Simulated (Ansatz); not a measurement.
# Calculations on BNH4

Part 1: Relaxation

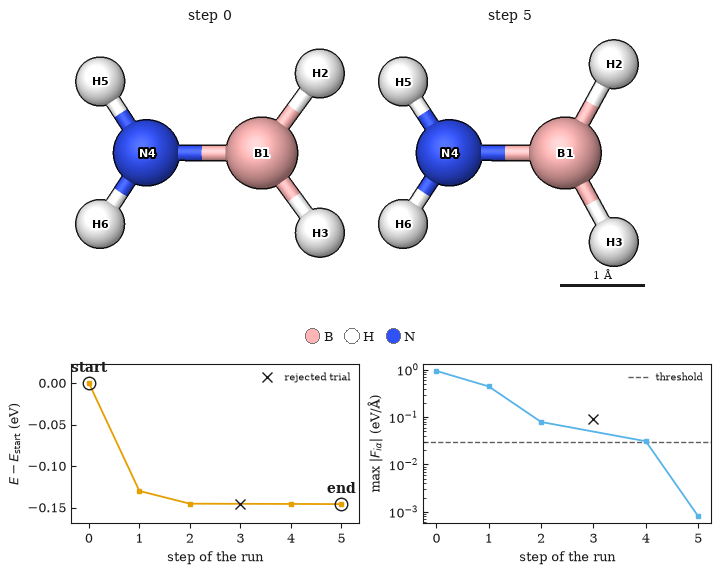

First and last geometry of a relaxation of BNH4, with the history of the run. Style: ball-and-stick. Shown face on.

The run prepares an end point of a later path (reaction) calculation, from a guessed geometry.

The calculation used RKS PBE-D4/def2-SVPD (Ansatz). Set-up: no spin polarisation; force threshold 0.03 eV/Å; at most 50 steps.

Q: Read the history and describe the run.

A: It converged. The largest moves after the best rigid fit, 0.13 Å, are those of H2 and H3. By element the largest moves are H 0.13 Å, B 0.04 Å, N 0.04 Å. Some distances before and after: B1–H2 1.182 → 1.213 Å, B1–N4 1.390 → 1.396 Å. Among the angles between lasting bonds that change: H2–B1–H3 107.4° → 122.3°, H2–B1–N4 126.3° → 118.8°. Over 4 accepted moves (5 points after the start) the energy falls by 0.146 eV. The largest force component goes from 0.94 to 0.00081 eV/Å. The line search rejected the trial step at point 3 of the run.

Part 2: Relaxation

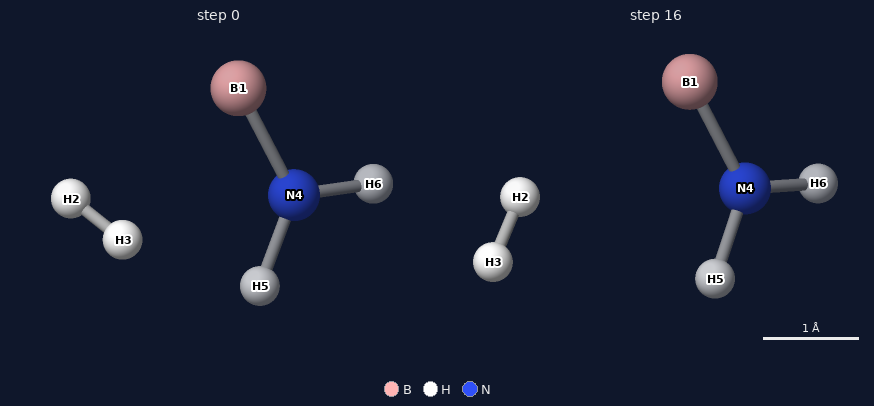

The structure of BNH$_{4}$ before (left) and after (right) a relaxation, at one scale.

The picture is a ball-and-stick view, seen from a free direction.

The run prepares an end point of a later path (reaction) calculation, from a guessed geometry.

Method: RKS PBE-D4/def2-SVPD (Ansatz).

The input:
```yaml
crystal:
  periodic: [false, false, false]
  atoms:
    - { symbol: B, position_ang: [-0.753736, 1.026112, 0.208119] }
    - { symbol: H, position_ang: [1.052656, -0.339238, 0.971783] }
    - { symbol: H, position_ang: [1.163452, -0.410952, 0.261618] }
    - { symbol: "N", position_ang: [-1.226322, 0.136758, -0.756307] }
    - { symbol: H, position_ang: [-0.896254, -0.815354, -0.924356] }
    - { symbol: H, position_ang: [-2.041696, 0.402674, -1.320757] }
basis:
  gaussian: { orbitals: def2-SVPD }
hamiltonian:
  xc: pbe
  dispersion: d4
relax:
  f_tol: 0.03
  max_steps: 50
```

Launched with:
```bash
ansatz run input.yaml --threads 1 --pin off --max-ram 2048MiB --backend cpu --events-out ev --progress --plain --runs-dir out
```

Q: What changed between the two?

A: The energy falls by 3.94 kcal/mol in 13 accepted moves (16 points after the start). The largest force component goes from 1.7 to 0.029 eV/Å. The line search rejected the trial steps at points 7, 9, 14 of the run. The forces were under the threshold at step 6, but the run went on from there. The largest move after the best rigid fit is that of H3, 0.78 Å. Largest moves by element: H 0.78 Å, B 0.23 Å, N 0.21 Å. Some distances before and after: H2–H3 0.722 → 0.772 Å, B1–N4 1.394 → 1.384 Å. Among the angles between lasting bonds that change: B1–N4–H5 126.8° → 122.4°, B1–N4–H6 119.0° → 122.8°. Cost: 18 s on 1 thread of Arm Neoverse V2, with other jobs on the host, peak memory 0.11 GiB.

Limits of the set-up: the start holds two separate molecules, 2.4 Å apart at their closest, whose relative position is a soft coordinate.

Part 3: Path

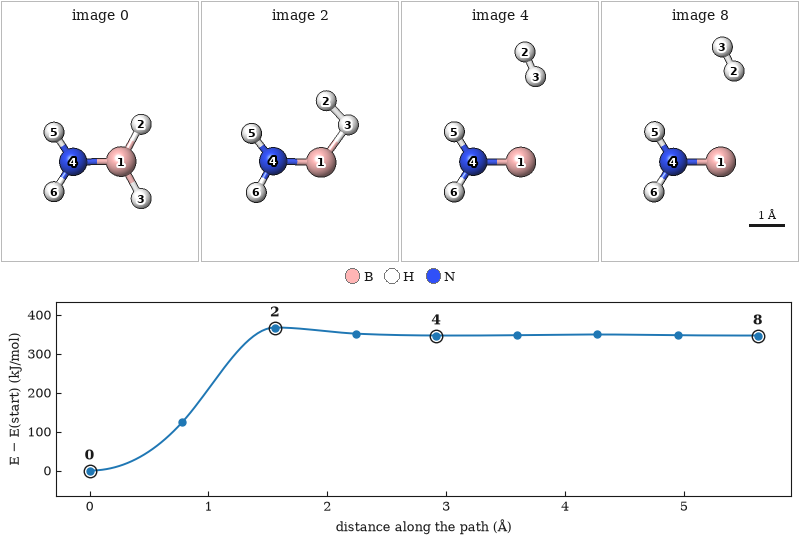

A search for the minimum-energy path of BNH4 by the nudged elastic band. Images are numbered from 0 (start) to 8 (end). Style: ball-and-stick. Shown at a tilt.

Method: Ansatz, RKS PBE-D4/def2-SVPD.

Input
```yaml
crystal:
  periodic: [false, false, false]
  atoms:
    - { symbol: B, position_ang: [0.146792, -3.7e-05, 0.084764] }
    - { symbol: H, position_ang: [0.189633, -0.518088, 1.181104] }
    - { symbol: H, position_ang: [1.117712, 0.518103, -0.426138] }
    - { symbol: "N", position_ang: [-1.062381, -4.6e-05, -0.613437] }
    - { symbol: H, position_ang: [-1.918624, -0.415084, -0.249166] }
    - { symbol: H, position_ang: [-1.175033, 0.415152, -1.537026] }
basis:
  gaussian: { orbitals: def2-SVPD }
hamiltonian:
  xc: pbe
  dispersion: d4
neb:
  order_check: false
  images: 7
  f_tol: 0.05
  max_iterations: 60
  final_atoms:
    - { symbol: B, position_ang: [-0.00359998, 0.62211022, -1.27534032] }
    - { symbol: H, position_ang: [1.12900318, -0.14896011, 0.96133012] }
    - { symbol: H, position_ang: [1.01882921, -0.51111447, 1.63471224] }
    - { symbol: "N", position_ang: [-1.27643074, 0.13899367, -1.0284505] }
    - { symbol: H, position_ang: [-1.51970706, -0.34951715, -0.1619129] }
    - { symbol: H, position_ang: [-2.04999561, 0.24848784, -1.69023765] }
  initial_path:
    images:
      - { positions_ang: [[0.146792, -3.7e-05, 0.084764], [0.189633, -0.518088, 1.181104], [1.117712, 0.518103, -0.426138], [-1.062381, -4.6e-05, -0.613437], [-1.918624, -0.415084, -0.249166], [-1.175033, 0.415152, -1.537026]] }
      - { positions_ang: [[0.11009183, -2.908e-05, 0.06357673], [0.36018845, -0.36949568, 1.15580898], [1.18105552, 0.3695022, -0.26578394], [-1.13235663, -3.331e-05, -0.65383492], [-1.95658116, -0.49721209, -0.33032931], [-1.26429901, 0.49726795, -1.52933654]] }
      - { positions_ang: [[0.07339166, -2.116e-05, 0.04238946], [0.5307439, -0.22090336, 1.13051395], [1.24439904, 0.2209014, -0.10542988], [-1.20233225, -2.061e-05, -0.69423284], [-1.99453831, -0.57934017, -0.41149261], [-1.35356503, 0.5793839, -1.52164708]] }
      - { positions_ang: [[0.03669149, -1.323e-05, 0.02120219], [0.70129935, -0.07231104, 1.10521893], [1.30774255, 0.0723006, 0.05492418], [-1.27230788, -7.92e-06, -0.73463076], [-2.03249547, -0.66146826, -0.49265592], [-1.44283104, 0.66149985, -1.51395763]] }
      - { positions_ang: [[-8.69e-06, -5.31e-06, 1.492e-05], [0.87185481, 0.07628128, 1.07992391], [1.37108607, -0.0763002, 0.21527824], [-1.34228351, 4.77e-06, -0.77502868], [-2.07045263, -0.74359634, -0.57381922], [-1.53209706, 0.7436158, -1.50626817]] }
      - { positions_ang: [[-0.00090651, 0.15552357, -0.31882389], [0.9361419, 0.01997093, 1.05027546], [1.28302185, -0.18500377, 0.57013674], [-1.32582032, 0.034752, -0.83838414], [-1.93276623, -0.64507655, -0.47084264], [-1.66157169, 0.61983381, -1.55226054]] }
      - { positions_ang: [[-0.00180433, 0.31105246, -0.6376627], [1.00042899, -0.03633941, 1.02062702], [1.19495764, -0.29370733, 0.92499524], [-1.30935712, 0.06949922, -0.90173959], [-1.79507984, -0.54655675, -0.36786606], [-1.79104633, 0.49605182, -1.59825291]] }
      - { positions_ang: [[-0.00270215, 0.46658134, -0.95650151], [1.06471609, -0.09264976, 0.99097857], [1.10689342, -0.4024109, 1.27985374], [-1.29289393, 0.10424645, -0.96509505], [-1.65739345, -0.44803695, -0.26488948], [-1.92052097, 0.37226983, -1.64424528]] }
      - { positions_ang: [[-0.00359998, 0.62211022, -1.27534032], [1.12900318, -0.14896011, 0.96133012], [1.01882921, -0.51111447, 1.63471224], [-1.27643074, 0.13899367, -1.0284505], [-1.51970706, -0.34951715, -0.1619129], [-2.04999561, 0.24848784, -1.69023765]] }
```

Command:
```bash
ansatz run input.yaml --threads 1 --pin off --max-ram 2048MiB --backend cpu --events-out ev --progress --plain --runs-dir out
```

Question: Read off the barrier and say what moves.

Answer: The path has more than one stage, and so few images may leave a stage unresolved. Breaking: B1–H2 (1.21 → 1.77 at the top → 2.62 Å), B1–H3 (1.21 → 1.33 at the top → 3.29 Å). Forming: H2–H3 (2.13 → 0.95 at the top → 0.77 Å). The energy climbs by 367.5 kJ/mol to image 2 and then falls by 20.6 kJ/mol, so the end point sits at +346.9 kJ/mol. The band converged in 29 iterations. The largest component of the band force went from 72 to 0.046 eV/Å. The climbing image converged on the top of the path. Its vibrational analysis gives one imaginary mode (707i cm⁻¹), as a transition state must have.
